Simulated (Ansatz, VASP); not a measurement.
**MgO (Periclase): VASP beside Ansatz**

Wanted: the spread between two codes on one cell, functional and k mesh. The cell comes out of the VASP series on this material, whose earlier steps may have relaxed, scaled or displaced it; both programs get it as it stands.

Calculated with Ansatz 0.2.0; plane waves, with VASP 6.6.1 beside it; relaxation of cell and atoms at PBEsol.

## 1. Starting point

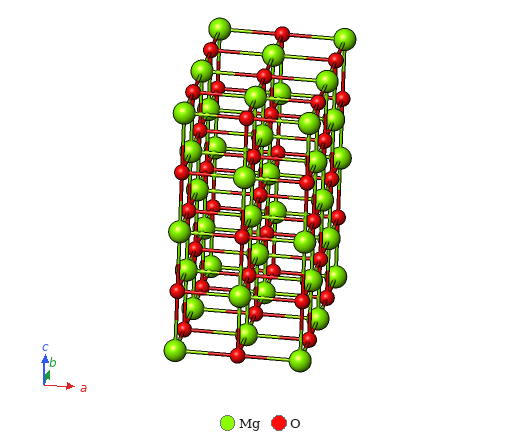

The starting structure, seen slightly off an axis (magnesium green, oxygen red). 1×2×2 cells are drawn. This picture shows the conventional cell, with its axes. Some periodic images of atoms are drawn too.

## 2. Ansatz: relaxation of cell and atoms, PBEsol

Ansatz runs on its default PAW (the set named soft_2) files.

The relaxed volume is the usual yardstick between codes: its relative difference is about their pressure difference at one cell divided by the bulk modulus.

Input file input.yaml:

```yaml
crystal:
  lattice:
    - [0.0, 2.1048525355, 2.1048525355]
    - [2.1048525355, 0.0, 2.1048525355]
    - [2.1048525355, 2.1048525355, 0.0]
  atoms:
    - { symbol: Mg, position: [0.0, 0.0, 0.0] }
    - { symbol: O, position: [0.5, 0.5, 0.5] }
hamiltonian:
  xc: pbesol
  pseudopotentials: { kind: paw }
kpoints:
  mp_grid: { grid: [13, 13, 13] }
scf:
  occupations: { method: gaussian, width: 0.05 }
relax:
  f_tol: 0.01
  max_steps: 60
  cell: { stress_tol: 0.05 }
output:
  forces: true
  stress: true
  write_density: true
  write_potential: true
  elf: true
  volumetric_format: npy
```

Run with:

```
$ ansatz run input.yaml --threads 4 --pin off --max-ram 9216MiB --backend cpu --events-out ev --progress --plain --runs-dir out
```

Numbers of over 12 decimals in the logs are rounded to 6 here.

The log of the run:

```text
Engine: ansatz 0.2.0, aarch64-unknown-linux-gnu
Pseudopotentials: kind: paw
Pseudopotential: Mg, paw, valence charge 10, recommended cutoff 420 eV (normal), Mg.paw.azcp
Pseudopotential: O, paw, valence charge 6, recommended cutoff 420 eV (normal), O.paw.azcp
Functional definition: PBEsol
  exchange = pbesol_x
  correlation = pbesol_c
Crystal: 2 atoms, lattice volume = 18.651 Å³
Basis set: ecut = 420 eV, 339 PW (Γ), exchange–correlation on 40×40×40 points (8 copies of the dense FFT grid, shifted against one another)
Bands: 12, of which v1, the nominal top of the filled ones, is band 8 counted from 1 (7 counted from 0)
Symmetry: 48 space group operations
Space group: Fm-3m (ITA 225), of the structure as read, at distance tolerance 2.7e-5 Å
k-points: 84 of 2197
Non-local potential: Mg, projectors of the file, l = 0: 3, l = 1: 2, l = 2: 1
Non-local potential: O, projectors of the file, l = 0: 2, l = 1: 2, l = 2: 1
PAW form: soft (Blöchl's): semilocal exchange-correlation on the pseudo side does not see the compensation charge
PAW frozen core: Mg, regenerated for the run's functional, and the local potential with it (the file was generated under x = pbe(κ = 0.804, μ = 0.219515), c = pbe(β = 0.066725))
PAW frozen core: O, regenerated for the run's functional, and the local potential with it (the file was generated under x = pbe(κ = 0.804, μ = 0.219515), c = pbe(β = 0.066725))
PAW one-centre angular grid: Mg, 110 points (default); XC on 64 Gauss nodes
PAW one-centre angular grid: O, 110 points (default); XC on 64 Gauss nodes
Initial density: superposition of atomic densities (neutral atoms: chi_scale 0, normalization atom), corrected by the library's trained network
Initial wavefunctions: pseudopotential atomic-orbital guess
Functional: x = pbesol(κ = 0.804, μ = 0.123457), c = pbesol(β = 0.046)
SCF iter   1: F=—  HF=-2475.880617 eV  |F-HF|=—  |Δ(HF+E_count)|=         —  Δρ=1.46e-2  dr2=3.14e-2  ethr=1.77e-3  ⟨swp⟩=5.4  Hψ=5748  notcnv=0
preconditioner: auto → none  [insulator: Δε(μ)=4.525 eV  Ē_g=18.309 eV  σ=0.050 eV  W_gap=1.00  n_scr=8 (ndim 8)  ℏωp=24.3 eV  f_vac=0.000  D(μ)=0.00/eV (n_scr^D=0)  ε∞_Penn≈2.8]
SCF iter   2: F=—  HF=-2475.872065 eV  |F-HF|=—  |Δ(HF+E_count)|=   8.55e-3  Δρ=4.11e-3  dr2=3.08e-3  ethr=1.97e-4  ⟨swp⟩=2.0  Hψ=1985  notcnv=0
SCF iter   3: F=—  HF=-2475.871285 eV  |F-HF|=—  |Δ(HF+E_count)|=   7.80e-4  Δρ=6.62e-4  dr2=4.36e-5  ethr=1.92e-5  ⟨swp⟩=2.0  Hψ=1341  notcnv=0
SCF iter   4: F=—  HF=-2475.871264 eV  |F-HF|=—  |Δ(HF+E_count)|=   2.04e-5  Δρ=1.14e-4  dr2=9.44e-7  ethr=2.73e-7  ⟨swp⟩=2.7  Hψ=1627  notcnv=0
SCF iter   5: F=—  HF=-2475.871263 eV  |F-HF|=—  |Δ(HF+E_count)|=   8.28e-7  Δρ=3.69e-5  dr2=1.03e-7  ethr=5.90e-9  ⟨swp⟩=2.0  Hψ=1381  notcnv=0
SCF iter   6: F=-2475.871263 eV  HF=-2475.871263 eV  |F-HF|=4.01e-10  |Δ(HF+E_count)|=   4.96e-8  Δρ=3.93e-6  dr2=1.48e-9  ethr=6.25e-10  ⟨swp⟩=7.7  Hψ=5413  notcnv=0
SCF 1 converged in 6 iterations: F = -2475.871263 eV  dr2 = 1.48e-9
  greatest PAW one-centre occupation: 1.000 electrons in one spin orbital (limit 2), on the Mg atom at site 0 (counted from 0), in its partial waves of l = 0
relax step   1: F+E_penalty+E_count = -2475.87126339 eV  Δ(F+E_penalty+E_count) = +0.000e0 eV  max|allowed force component| = 7.050e-30 eV/Å  Δτ_max = 0.0000 Å  P = +0.500 GPa  Ω = 18.651 Å³  (6 SCF iters, dr2 threshold 1.00e-7 eV, accepted)
[...]
relax step   2: F+E_penalty+E_count = -2475.87122139 eV  Δ(F+E_penalty+E_count) = +4.200e-5 eV  max|allowed force component| = 6.935e-30 eV/Å  Δτ_max = 0.0000 Å  P = +0.281 GPa  Ω = 18.675 Å³  energy of the carried Pulay correction = -1.017e-4 eV  (6 SCF iters, dr2 threshold 2.00e-7 eV, accepted)
[...]
relax step   3: F+E_penalty+E_count = -2475.87111812 eV  Δ(F+E_penalty+E_count) = +1.033e-4 eV  max|allowed force component| = 4.898e-30 eV/Å  Δτ_max = 0.0000 Å  P = +0.001 GPa  Ω = 18.707 Å³  energy of the carried Pulay correction = -2.327e-4 eV  (6 SCF iters, dr2 threshold 1.98e-7 eV, accepted)
[...]
relax step   4: F+E_penalty+E_count = -2475.87144784 eV  Δ(F+E_penalty+E_count) = -3.297e-4 eV  max|allowed force component| = 4.388e-30 eV/Å  Δτ_max = 0.0000 Å  P = +0.026 GPa  Ω = 18.707 Å³  stress off target by 2.58e-2 GPa  SCF on the basis re-selected at this cell (its energy is not comparable with the rows above)  (8 SCF iters)
basis re-selected at this cell: Δ(F+E_penalty+E_count) = -3.297e-4 eV, ΔP = +0.025 GPa vs the last step (what re-selecting the basis moved, of the pressure what is left beyond the Pulay correction that the steps carried, after the strain that the cell walked since its last selection, with what the two solves' SCF thresholds leave and, on support functions, any second-order correction that the steps lacked; it is no m [...]
SCF converged after 8 iterations
Free energy (F): -2475.871448 eV
Harris-Foulkes:  -2475.871448 eV  (|F-HF|=0.00e0)
Internal energy: -2475.871448 eV  (E = F + TS)
E sigma→0 (E₀):  -2475.871448 eV
Fermi energy:    10.308134 eV
--- Per-component energies (eV) ---
  E_band       = -292.389185
  E_kinetic    = 254.945249
  E_local      = -1601.806921  (includes V_loc(G=0)·N_el)
  E_nonlocal   = 143.746428
  E_hartree    = 552.937664
  E_xc         = -103.901400
  E_vxc        = -133.878332  (∫ρ·V_xc dr)
  E_paw        = -433.089589  (= ΣΔE_a)
  E_vpaw       = -61.273454  (= ΣTr[D̂ρ^β])
  E_aug_tail   = 0.002515  (compensation charges beyond the density's cutoff)
  E_ewald      = -1288.799545
  E_core_change = 0.094150  (= ΣΔE_core)
  E_smearing   = -0.000000  (= −TS)
  E_closure    = 0.000000  (closes the sum)
  Σ components = -2475.871448   (vs F -2475.871448, Δ=0.00e0)
--- Forces (eV/Å), atoms counted from 1 ---
  atom   1  Mg    -0.00000000     0.00000000    -0.00000000
  atom   2  O      0.00000000    -0.00000000     0.00000000
  max |Σ_I F_I| component: 8.05e-30 eV/Å
--- Stress (GPa, compression-positive) ---
        0.025816      -0.000000      -0.000000
       -0.000000       0.025816      -0.000000
       -0.000000      -0.000000       0.025816
  P = ⅓ Tr σ = 0.0258 GPa (0.258 kbar)
--- Band table (eV; the first three rows and the last of 84) ---
  k-point 0: bands = [... 4 lower, -9.1905, 7.9972, 7.9972, 7.9972, 12.6184, 23.6645, 23.6645, 23.6645]
  k-point 1: bands = [... 4 lower, -9.1243, 7.5833, 7.9564, 7.9564, 13.0170, 22.7933, 23.8097, 23.8097]
  k-point 2: bands = [... 4 lower, -8.9354, 6.6447, 7.8449, 7.8449, 13.8894, 21.4890, 24.1675, 24.1675]
  k-point 83: bands = [... 4 lower, -7.5672, 4.8081, 5.2052, 6.2939, 19.2708, 19.5572, 20.0979, 23.5864]
--- Relaxed structure (3 steps of the walk, 3 accepted, 1 SCFs on fresh bases) ---
  F+E_penalty+E_count = -2475.87144784 eV   max|allowed force component| = 4.388e-30 eV/Å   (the final SCF, on the basis selected at the relaxed cell)
  cell:  # Å, volume = 18.7067 Å³
    - [0, 2.106958, 2.106958]
    - [2.106958, 0, 2.106958]
    - [2.106958, 2.106958, 0]
  atoms:
    - { symbol: Mg, position: [0, 0, 0] }
    - { symbol: O, position: [0.5, 0.5, 0.5] }
```

Wall time 2 s (4 threads of Arm Neoverse V1, shared host); peak memory 0.29 GiB.

## 3. VASP: relaxation of cell and atoms, PBEsol

The same cell, functional, mesh and smearing now go to VASP, with its own data sets and cutoff.

Lines of VASP's logs that name or quote its potential files are left out, and so is its time.

Input file INCAR:

```
SYSTEM = MgO
PREC = Accurate
ENCUT = 520
EDIFF = 1E-07
NELM = 100
ISMEAR = 0
SIGMA = 0.05
LREAL = .FALSE.
ALGO = Normal
GGA = PS
NBANDS = 10
LORBIT = 11
LWAVE = .FALSE.
LCHARG = .FALSE.
KPAR = 12
IBRION = 2
NSW = 50
ISIF = 3
EDIFFG = -0.003
```

Input file POSCAR:

```
MgO
1.0
    0.0000000000      2.1048525355      2.1048525355
    2.1048525355      0.0000000000      2.1048525355
    2.1048525355      2.1048525355      0.0000000000
Mg O
1 1
Direct
    0.0000000000      0.0000000000      0.0000000000
    0.5000000000      0.5000000000      0.5000000000
```

Input file KPOINTS:

```
Automatic mesh
0
Gamma
13 13 13
0 0 0
```

Potentials, in the order of the species: Mg and O (PBE family, release 64).

Run with:

```
$ mpirun -np 12 vasp_std
```

The log of the run:

```text
[banner, memory and clock lines left out]
running   12 mpi-ranks, on    1 nodes
 distrk:  each k-point on    1 cores,   12 groups
 distr:  one band on    1 cores,    1 groups

 POSCAR found type information on POSCAR MgO
 POSCAR found :  2 types and       2 ions
|                                                                             |
|           W    W    AA    RRRRR   N    N  II  N    N   GGGG   !!!           |
|           W    W   A  A   R    R  NN   N  II  NN   N  G    G  !!!           |
|           W    W  A    A  R    R  N N  N  II  N N  N  G       !!!           |
|           W WW W  AAAAAA  RRRRR   N  N N  II  N  N N  G  GGG   !            |
|           WW  WW  A    A  R   R   N   NN  II  N   NN  G    G                |
|           W    W  A    A  R    R  N    N  II  N    N   GGGG   !!!           |
|                                                                             |
|     For optimal performance we recommend to set                             |
|       NCORE = 2 up to number-of-cores-per-socket                            |
|     NCORE specifies how many cores store one orbital (NPAR=cpu/NCORE).      |
|     This setting can greatly improve the performance of VASP for DFT.       |
|     The default, NCORE=1 might be grossly inefficient on modern             |
|     multi-core architectures or massively parallel machines. Do your        |
|     Unfortunately you need to use the default for GW and RPA                |
|     calculations (for HF NCORE is supported but not extensively tested      |
|     yet).                                                                   |
|                                                                             |

|                                                                             |
|               ----> ADVICE to this user running VASP <----                  |
|                                                                             |
|     You enforced a specific xc type in the INCAR file but a different       |
|     [... a line on the potential file left out ...]
|     I HOPE YOU KNOW WHAT YOU ARE DOING!                                     |
|                                                                             |

 LDA part: xc-table for (Slater+PW92), standard interpolation
 POSCAR, INCAR and KPOINTS ok, starting setup
 FFT: planning ... GRIDC
 FFT: planning ... GRID_SOFT
 FFT: planning ... GRID
 WAVECAR not read
 entering main loop
       N       E                     dE             d eps       ncg     rms          rms(c)
DAV:   1     0.133157685690E+02    0.13316E+02   -0.47544E+03  1912   0.709E+02
DAV:   2    -0.133191531142E+02   -0.26635E+02   -0.25842E+02  1934   0.141E+02
DAV:   3    -0.138969591705E+02   -0.57781E+00   -0.57734E+00  1986   0.185E+01
DAV:   4    -0.138985093384E+02   -0.15502E-02   -0.15501E-02  1858   0.106E+00
DAV:   5    -0.138985142109E+02   -0.48725E-05   -0.48725E-05  1894   0.590E-02    0.667E+00
DAV:   6    -0.125495433370E+02    0.13490E+01   -0.78687E+00  1716   0.165E+01    0.220E+00
DAV:   7    -0.125260344354E+02    0.23509E-01   -0.45129E-02  1804   0.212E+00    0.129E+00
DAV:   8    -0.125127347407E+02    0.13300E-01   -0.22259E-02  1718   0.186E+00    0.195E-01
DAV:   9    -0.125125478446E+02    0.18690E-03   -0.21423E-04  1926   0.113E-01    0.133E-01
DAV:  10    -0.125124855585E+02    0.62286E-04   -0.37821E-04  1816   0.158E-01    0.557E-03
DAV:  11    -0.125124865909E+02   -0.10324E-05   -0.41654E-06  1816   0.156E-02    0.321E-03
DAV:  12    -0.125124870592E+02   -0.46822E-06   -0.93583E-08  1400   0.363E-03    0.454E-04
DAV:  13    -0.125124871135E+02   -0.54369E-07   -0.17449E-08   928   0.104E-03
   1 F= -.12512487E+02 E0= -.12512487E+02  d E =-.125125E+02
 curvature:   0.00 expect dE= 0.000E+00 dE for cont linesearch  0.000E+00
 trial: gam= 0.00000 g(F)=  0.166E-65 g(S)=  0.791E-08 ort = 0.000E+00 (trialstep = 0.100E+01)
 search vector abs. value=  0.801E-08
 reached required accuracy - stopping structural energy minimisation
```

Parts of OUTCAR (step 3):

```text
ion  position               nearest neighbor table
   1  0.000  0.000  0.000-   2 2.10   2 2.10   2 2.10   2 2.10   2 2.10   2 2.10
   2  0.500  0.500  0.500-   1 2.10   1 2.10   1 2.10   1 2.10   1 2.10   1 2.10

  LATTYP: Found a face centered cubic cell.
 ALAT       =     4.2097050710

 Subroutine GETGRP returns: Found 48 space group operations
 (whereof 48 operations were pure point group operations)

The static configuration has the point symmetry O_h .

 Found     84 irreducible k-points:

   k-points           NKPTS =     84   k-points in BZ     NKDIM =     84   number of bands    NBANDS=     10

   dimension x,y,z NGX =    24 NGY =   24 NGZ =   24
   dimension x,y,z NGXF=    48 NGYF=   48 NGZF=   48

   ENCUT  =  520.0 eV  38.22 Ry    6.18 a.u.   5.53  5.53  5.53*2*pi/ulx,y,z

   NELECT =       8.0000    total number of electrons

 k-points in reciprocal lattice and weights: Automatic mesh
   0.00000000  0.00000000  0.00000000       0.000
   0.07692308  0.00000000  0.00000000       0.004
   0.15384615  0.00000000  0.00000000       0.004
   0.23076923  0.00000000  0.00000000       0.004
   0.30769231  0.00000000  0.00000000       0.004
   0.38461538  0.00000000  0.00000000       0.004
   0.46153846  0.00000000  0.00000000       0.004
   0.07692308  0.07692308  0.00000000       0.003
   0.15384615  0.07692308  0.00000000       0.011
[...]
-0.30769231  0.46153846  0.15384615       0.011
  -0.30769231  0.46153846  0.23076923       0.011

 average (electrostatic) potential at core
       1 -34.6517       2 -69.5513

 E-fermi :   3.3105

 k-point     1 :       0.0000    0.0000    0.0000
  band No.  band energies     occupation
      1     -14.1348      2.00000
      2       3.0798      2.00000
      3       3.0798      2.00000
      4       3.0798      2.00000
      5       7.7304      0.00000
      6      18.7213      0.00000
      7      18.7213      0.00000
      8      18.7213      0.00000
      9      22.5682      0.00000
    ...

 k-point     2 :       0.0769    0.0000    0.0000
  band No.  band energies     occupation
      1     -14.0703      2.00000
      2       2.6648      2.00000
      3       3.0383      2.00000
      4       3.0383      2.00000
      5       8.1289      0.00000
      6      17.8624      0.00000
      7      18.8689      0.00000
      8      18.8689      0.00000
      9      23.7087      0.00000
    ...

 k-point     3 :       0.1538    0.0000    0.0000
  band No.  band energies     occupation
      1     -13.8859      2.00000
      2       1.7235      2.00000
      3       2.9258      2.00000
      4       2.9258      2.00000
      5       9.0014      0.00000
      6      16.5679      0.00000
      7      19.2341      0.00000
      8      19.2341      0.00000
      9      23.2579      0.00000
    ...

  Total        0.0003307      0.0003307      0.0003307     -0.0000000      0.0000000     -0.0000000
  in kB        0.0284097      0.0284097      0.0284097     -0.0000000      0.0000000     -0.0000000
  external PRESSURE =       0.0284097 kB  Pullay stress =       0.0000000 kB

  energy-cutoff  :      520.00
  volume of cell :       18.65
      direct lattice vectors                 reciprocal lattice vectors
     0.000000000  2.104852536  2.104852536    -0.237546332  0.237546332  0.237546332
     2.104852536  0.000000000  2.104852536     0.237546332 -0.237546332  0.237546332
     2.104852536  2.104852536  0.000000000     0.237546332  0.237546332 -0.237546332

 POSITION                                       TOTAL-FORCE (eV/Angst)
 -----------------------------------------------------------------------------------
      0.00000      0.00000      0.00000        -0.000000     -0.000000     -0.000000
      2.10485      2.10485      2.10485         0.000000      0.000000      0.000000
 -----------------------------------------------------------------------------------
    total drift:                               -0.000000     -0.000000      0.000000

  FREE ENERGIE OF THE ION-ELECTRON SYSTEM (eV)
  ---------------------------------------------------
  free  energy   TOTEN  =       -12.5124871135 eV

  energy  without entropy=      -12.5124871135  energy(sigma->0) =      -12.51248711

 reached required accuracy - stopping structural energy minimisation

 total charge
# of ion       s       p       d       tot
------------------------------------------
    1        0.150   0.182   0.080   0.412
    2        1.537   3.542   0.000   5.079
--------------------------------------------------
tot          1.688   3.724   0.080   5.491

[... 3 further parts left out ...]
```

CONTCAR:

```
MgO
   1.00000000000000
     0.0000000000000000    2.1048525355000001    2.1048525355000001
     2.1048525355000001    0.0000000000000000    2.1048525355000001
     2.1048525355000001    2.1048525355000001    0.0000000000000000
  Mg              O
     1     1
Direct
     0.0000000000000000    0.0000000000000000    0.0000000000000000
     0.5000000000000000    0.5000000000000000    0.5000000000000000
```

## 4. Side by side

Known differences besides the PAW data sets themselves: both relaxations stop at a tolerance, which leaves soft axes loose, and VASP keeps its plane-wave basis; the data sets hold 16 valence electrons in Ansatz (default PAW (the set named soft_2) files) and 8 in VASP; the cutoff is 420 eV in Ansatz and 520 eV in VASP; Ansatz makes its cores anew for this functional, VASP keeps those of its PBE data sets; VASP leaves aspherical gradient terms in its spheres out (LASPH is not set), Ansatz keeps them; Ansatz adds a Pulay correction to the stress that steers its cell, VASP none. Total energies have different zeros and are not compared.

Both answers:

| quantity | Ansatz | VASP | difference |
| --- | --- | --- | --- |
| volume (Å³) | 18.71 | 18.65 | +0.30 % |
| edge a after relaxation, in the typed setting (Å) | 2.980 | 2.977 | +0.10 % |

The walks stopped with 0.03 GPa left in Ansatz and 0.00 GPa in VASP; each walk ends within a tolerance, so the volume difference is uncertain by about these residues over the bulk modulus, most in soft cells.

## 5. Outcome

```yaml
difference_in_volume_relaxation_of_cell_and_atoms_pbesol: 0.30 %
```

The difference in volume is 0.30 % (relaxation of cell and atoms, PBEsol), within the 1.2 % picked in this series as the mark of a large difference, as far as the stopping tolerances let one tell. Differences of this kind measure data sets and numerical settings, not the functional's error against experiment.

[Lines on the potential files, build, host, timing and source positions are cut from VASP's logs without a mark.]

[Logs are printed without paths, hosts, clocks, repeated set-up lines and the standing remarks that a program may print on its own settings, such as how far it seeks lower states.]

[Hosts, paths, dates, database ids (printed as entryN), source tags and the programs' standing remarks are cut or masked in the printed files.]
